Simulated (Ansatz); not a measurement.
A computed series for hypothetical fluorite ZrSe2: thickness series

Base system: ZrSe2 in the fluorite structure (space group Fm-3m, No. 225; a hypothetical phase, not in the database extracts checked).

```yaml
crystal:
  lattice:
    - [0.00000, 3.25376, 3.25376]
    - [3.25376, 0.00000, 3.25376]
    - [3.25376, 3.25376, 0.00000]
  atoms:
    - { symbol: Zr, position: [0.00000, 0.00000, 0.00000] }
    - { symbol: Se, position: [0.25000, 0.25000, 0.25000] }
    - { symbol: Se, position: [0.75000, 0.75000, 0.75000] }
```

Cartesian axes are those of the cell as printed.

Free-standing slabs (3 atom(s) a layer) normal to [111] with 15 Å of vacuum; in-plane cell held at bulk.

Computed with DFT with PBEsol, PAW potentials and a 420 eV plane-wave cutoff in Ansatz (a first-principles code), scalar-relativistic without spin-orbit coupling.

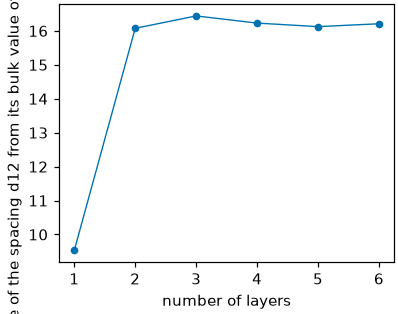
Fig. 1. Change of the spacing d12 from its bulk value of 0.939 Å against number of layers

```json
[
 {"number of layers": "1", "change of the spacing d12 from its bulk value of 0.939 Å": "+9.5 %"},
 {"number of layers": "2", "change of the spacing d12 from its bulk value of 0.939 Å": "+16.1 %"},
 {"number of layers": "3", "change of the spacing d12 from its bulk value of 0.939 Å": "+16.4 %"},
 {"number of layers": "4", "change of the spacing d12 from its bulk value of 0.939 Å": "+16.2 %"},
 {"number of layers": "5", "change of the spacing d12 from its bulk value of 0.939 Å": "+16.1 %"},
 {"number of layers": "6", "change of the spacing d12 from its bulk value of 0.939 Å": "+16.2 %"}
]
```

Whether these cells are dynamically stable was not tested. The final runs are not spin-polarised.
